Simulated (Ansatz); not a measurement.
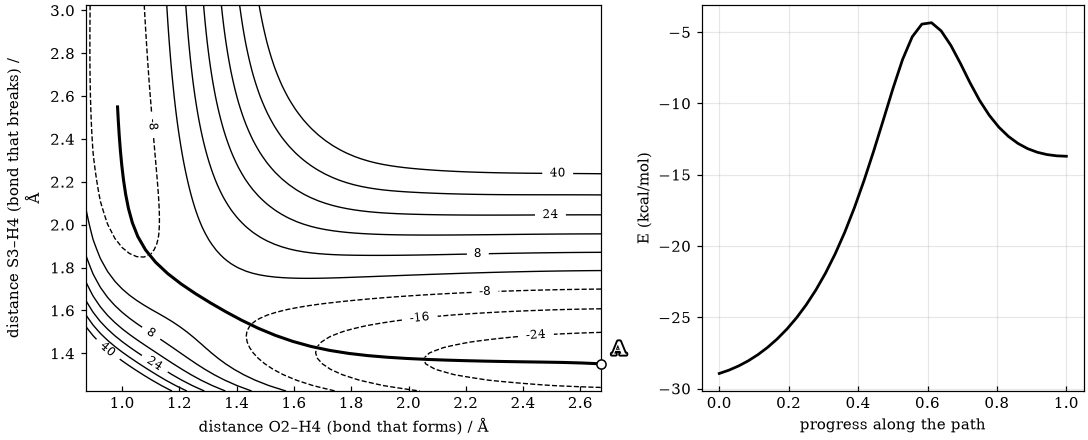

The reacting system GaH₃OS. 
- Coordinates scanned: (1) distance O2–H4 (bond that forms); (2) distance S3–H4 (bond that breaks).
- Relaxed at each point: all other coordinates.
- The grid has 11 × 11 points.
- Points are written as (first, second).
- Energies: kcal/mol, counted from a guessed transition structure relaxed with its forming and breaking bonds held.
- The reference is spin-restricted, so regions where a bond is pulled apart into radicals lie too high.
- These are results of Ansatz, RKS PBE0-D4/def2-SVP, not measurements.

The picture shows contour lines labelled in kcal/mol (none above 40), a line along the lowest path, the energy along the path at the right, the start A. Between grid points the surface is interpolated.

### Describe the path and its barrier.

The easiest path runs from the side where the first distance is long, about (2.67 Å, 1.35 Å), to the well on the other side, (0.974 Å, 2.586 Å). Its highest point, at about (1.26 Å, 1.68 Å), lies about 25 kcal/mol above the start and 9.4 kcal/mol above the end on the interpolated surface. An end on the edge of the scan is no minimum, so the barrier from there is a lower bound.
